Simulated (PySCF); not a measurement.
Consider C3H5O2 (SMILES C=C([O-])OC) (charge −1).

```xyz
10

C     2.0840   -0.2378    0.0920
C     0.7460   -0.4051    0.2000
O     0.1016   -1.3420    0.7037
O    -0.1400    0.6392   -0.3381
C     0.4108    1.7548   -0.9347
H     2.5667    0.6103   -0.3627
H     2.7316   -1.0037    0.4868
H    -0.4211    2.3932   -1.2596
H     1.0191    1.5048   -1.8193
H     1.0417    2.3365   -0.2429
```

Geometry: GFN2-xTB, dihedral held.

Method: PySCF, PBE0/pcSseg-1, SCF density, gas phase, non-relativistic.

Question: What will maps of the electron density and electron localisation function show?

Answer: C–O (1.24 Å): ρ is about 3 e/Å³ halfway; the ELF peaks at about 0.85 between the atoms: a polar covalent bond.
C–C (1.35 Å): ρ at the midpoint is about 2.2 e/Å³; the ELF peaks at about 0.95 between the atoms (localised, covalent bonding).
C–H (1.08 Å): ρ is about 1.9 e/Å³ halfway; the ELF climbs to about 1 towards the hydrogen, as it does in any bond to H (an ordinary covalent bond to hydrogen).
C–O (1.38 Å): the density is about 2.2 e/Å³ at the midpoint, with its minimum of 1.9 e/Å³ about 0.5 Å from C; the ELF peaks at about 0.90 between the atoms: a shared but strongly polarised pair.

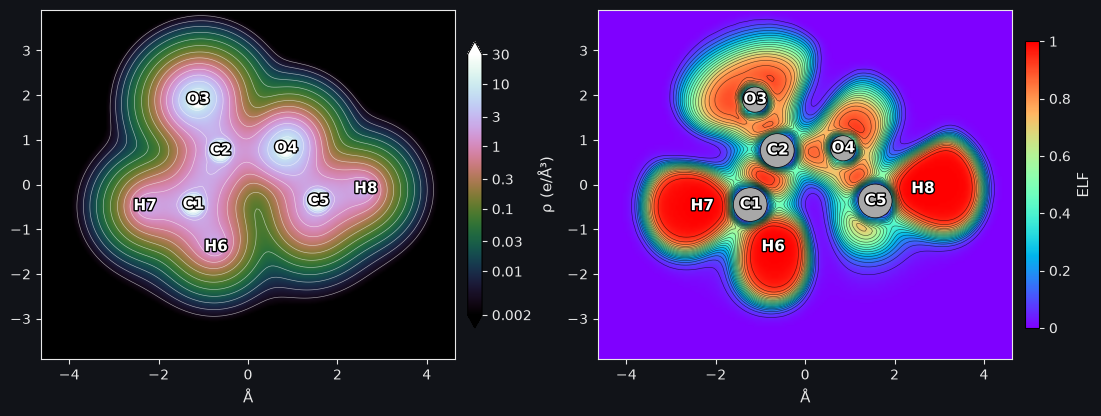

Computed electron density and electron localisation function on the plane of atoms C2, C1 and H7, in this order. Grey discs cover the atomic cores in the ELF map. 
